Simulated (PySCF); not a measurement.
## A study: C$_{3}$H$_{9}$Al, SMILES `C[Al](C)C`

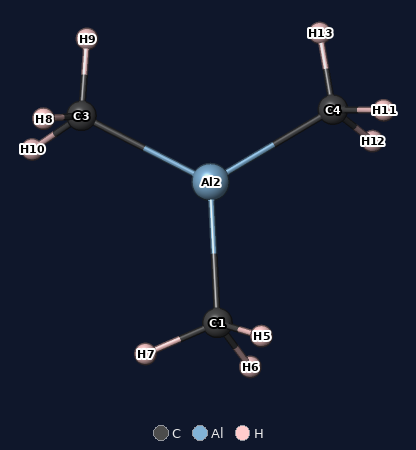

The molecule, with its atoms numbered as below. No frequency check shows the geometry to be a minimum.

Coordinates in Å:

```
C1       0.0717   -1.9858   -0.0004
Al2     -0.0007    0.0079    0.0011
C3      -1.7715    0.9282   -0.0001
C4       1.6996    1.0522   -0.0008
H5       0.5972   -2.3867    0.8733
H6       0.5968   -2.3867   -0.8736
H7      -0.9263   -2.4371   -0.0028
H8      -2.3760    0.6627    0.8744
H9      -1.6811    2.0195   -0.0046
H10     -2.3764    0.6627   -0.8732
H11      2.3222    0.8303    0.8732
H12      2.3217    0.8304   -0.8741
H13      1.5323    2.1345    0.0008
```

## 1. Bonding charge

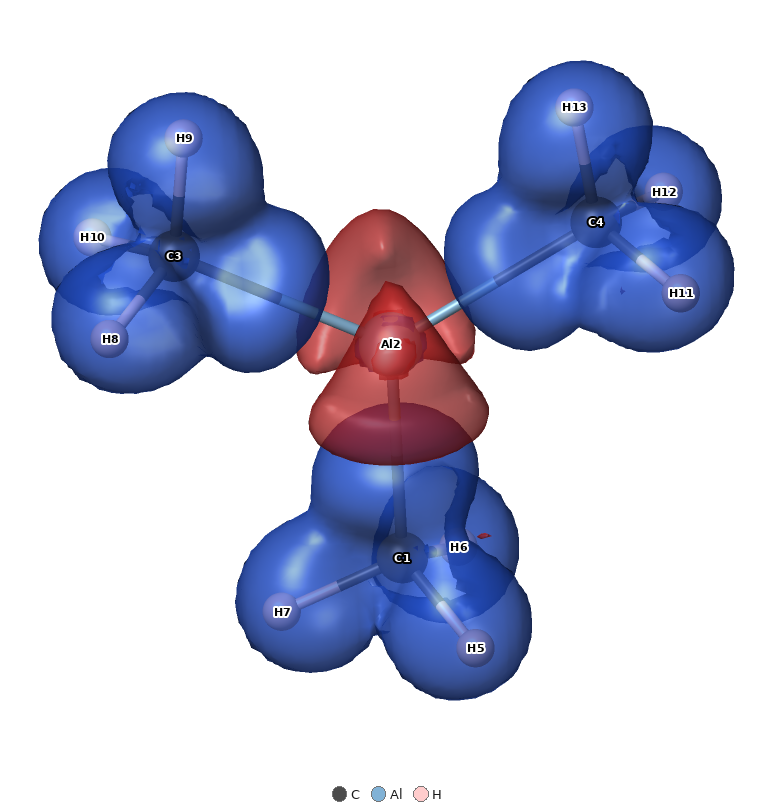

Deformation density (molecule less spherical, spin-averaged free atoms at the same positions), surfaces at ±0.06 e/Å³; blue: gain, red: loss.

PySCF calculation, M06-2X/6-311G**, gas phase; geometry: GFN2-xTB.

**Describe the bonding that the map shows.**

The five largest and four smallest: C3–H9: +0.63 e/Å³ at the bond critical point (bond length 1.09 Å, Mayer order 1.0). C4–H13: +0.63 e/Å³ at the bond critical point (bond length 1.09 Å, Mayer order 1.0). C1–H7: +0.63 e/Å³ at the bond critical point (bond length 1.09 Å, Mayer order 1.0). C3–H10: +0.62 e/Å³ at the bond critical point (bond length 1.09 Å, Mayer order 1.0). C4–H12: +0.62 e/Å³ at the bond critical point (bond length 1.09 Å, Mayer order 1.0). C3–H8: +0.62 e/Å³ at the bond critical point (bond length 1.10 Å, Mayer order 1.0). C1–Al2: +0.12 e/Å³ at the bond critical point (bond length 2.00 Å, Mayer order 0.9). Al2–C4: +0.12 e/Å³ at the bond critical point (bond length 2.00 Å, Mayer order 0.9). Al2–C3: +0.12 e/Å³ at the bond critical point (bond length 2.00 Å, Mayer order 0.9). In all, 2.9 electrons gather in the regions of gain relative to the promolecule. A small or negative value marks a very polar bond, one between electron-rich atoms, whose free-atom densities already overlap strongly, a long bond to a heavier atom, or a closed-shell contact such as a hydrogen bond.

**Where do the Hirshfeld charges lie?**

The highest Hirshfeld charge is on Al2 (+0.61 e), the lowest on C1 (−0.30 e).

## 2. Local ionisation energy

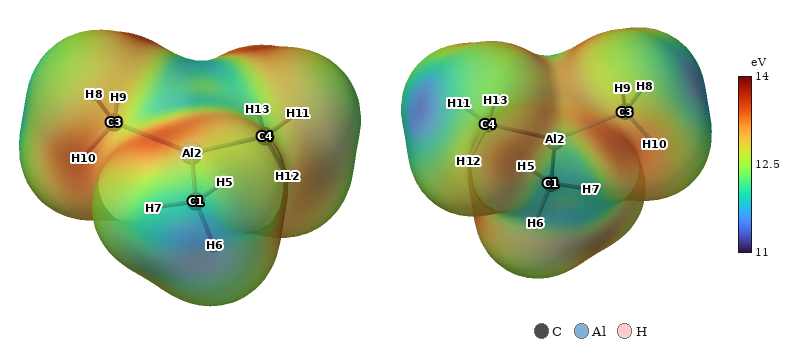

Average local ionisation energy on the surface of electron density 0.001 a.u. (back view left, front view right).

**Where are the most loosely bound electrons on this surface?**

The lowest value is 11.4 eV, near H7 (1.85 Å), H6 (1.92 Å), H5 (1.98 Å) and C1 (2.05 Å). Further minima include 11.8 eV, 2.1 Å from Al2, and at like points elsewhere; 12.0 eV, off the C1–Al2 bond (2.1 to 2.3 Å from its atoms). For comparison, the highest occupied orbital lies at −8.7 eV.

**What volume does the surface enclose, and what is the dipole moment?**

About 131 Å³; the dipole moment is 0.0 D.

## 3. In an electric field

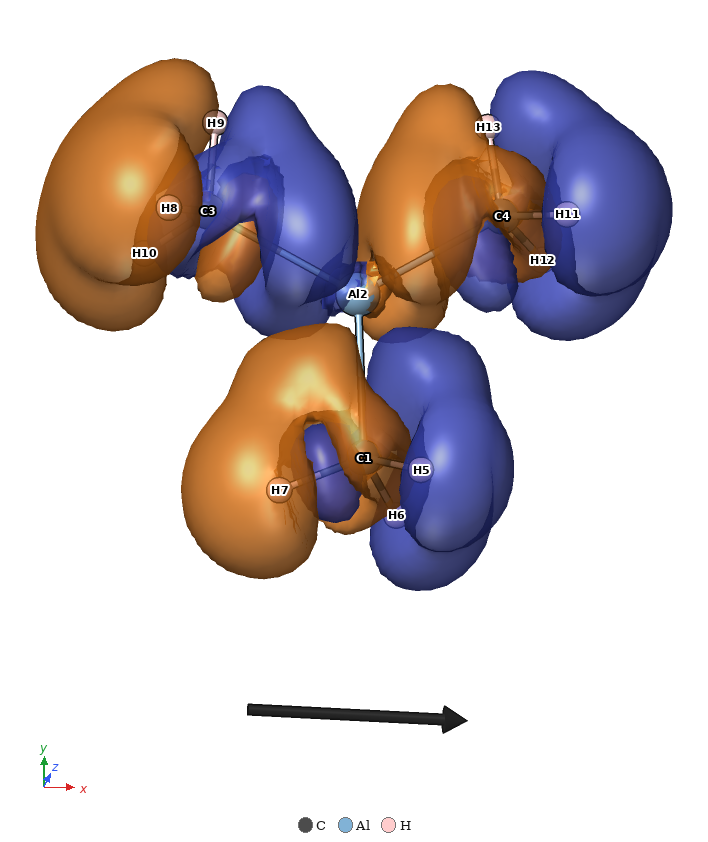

Change of the electron density in a uniform field of 0.26 V/Å along +x (arrow), surfaces at ±0.001 e/Å³ (orange: gain, blue: loss).

Method: B3LYP/def2-SVPD; geometry: GFN2-xTB; program: PySCF.

The field was applied in both directions; the picture shows the one opposite to the script's first.

**How large is the response?**

The induced dipole is 0.93 D (along the field); α along this axis, from the fields in both directions, is 73 bohr³ (10.9 Å³).

## 4. Localised orbitals

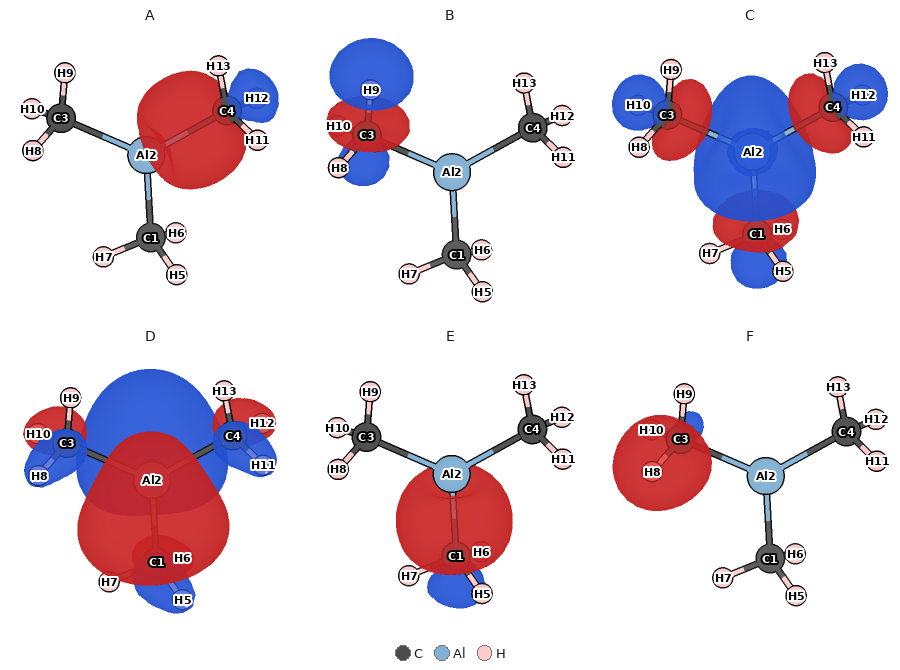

Intrinsic bond orbitals (IBO), occupied and valence-virtual; each surface holds about 80 % of the orbital's density. Energies are diagonal elements of the Fock matrix.

Level of theory: PBE0/6-311+G** (PySCF), at a geometry from GFN2-xTB.

**Name the orbitals, with their atomic make-up and energies.**

By panel:
- A: σ bond C4–Al2 (C4 70 %, Al2 29 %; −9.7 eV)
- B: σ* orbital H9–C3 (H9 57 %, C3 42 %; 10.2 eV)
- C: antibonding multicentre orbital mainly over Al2, C4, C1 and C3 (Al2 58 %, C4 14 %, C1 14 %; 4.2 eV)
- D: empty orbital on Al2 (Al2 95 %; −0.1 eV)
- E: σ bond C1–Al2 (C1 70 %, Al2 29 %; −9.7 eV)
- F: σ bond C3–H8 (C3 57 %, H8 42 %; −13.1 eV)

## 5. Stretching a bond

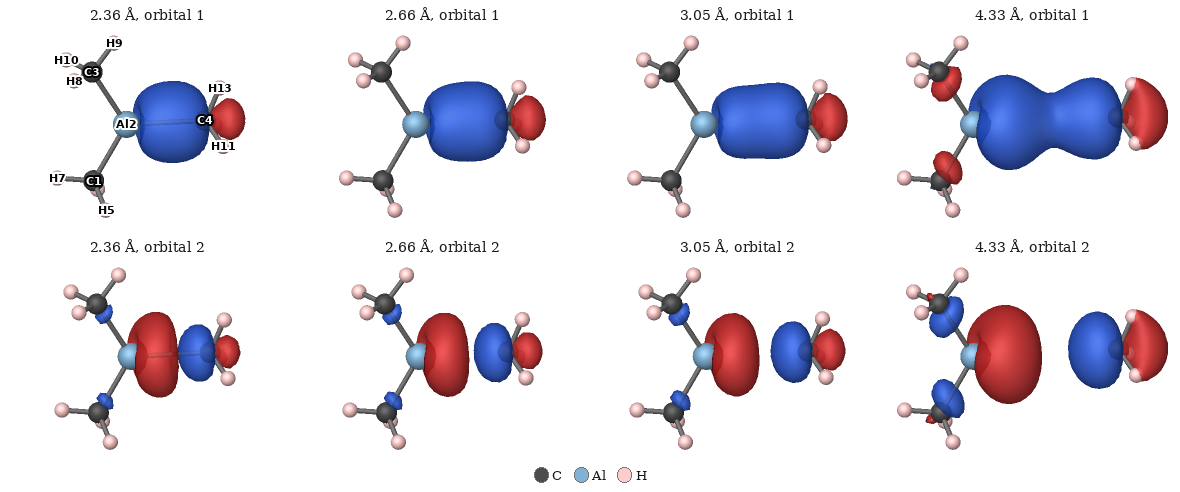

Rigid stretch of the Al2–C4 bond. The two CASSCF(2,2) natural orbitals nearest half filling (orbital 1 the more occupied).

Method: 6-31G* basis; geometry: GFN2-xTB; program: PySCF.

**How do the occupations change along the stretch?**

2.36 Å: 1.96 and 0.04; 2.66 Å: 1.92 and 0.08; 3.05 Å: 1.84 and 0.16; 4.33 Å: 1.31 and 0.69. At the longest distance computed (5.52 Å) they are 1.07 and 0.93, and the effective number of unpaired electrons is 2.0.

**Where does the UHF solution part from RHF?**

Between 2.66 Å (⟨S²⟩ = 0, the two coincide) and 3.05 Å (⟨S²⟩ = 0.55); at 5.52 Å ⟨S²⟩ is 1.01 and UHF lies 4.0 eV below RHF.

**How much energy does the stretch cost?**

By CASSCF, 3.4 eV from the lowest point of the scan (1.97 Å) to 5.52 Å; RHF gives 7.1 eV from its own lowest point. The fragments aren't relaxed and dynamic correlation is missing, so this isn't a bond dissociation energy.

The PySCF runs shown took 13 s, 22 s, 9.4 s and 62 s on 1 thread of Intel(R) Xeon(R) 6975P-C (Granite Rapids), with other jobs on the host.
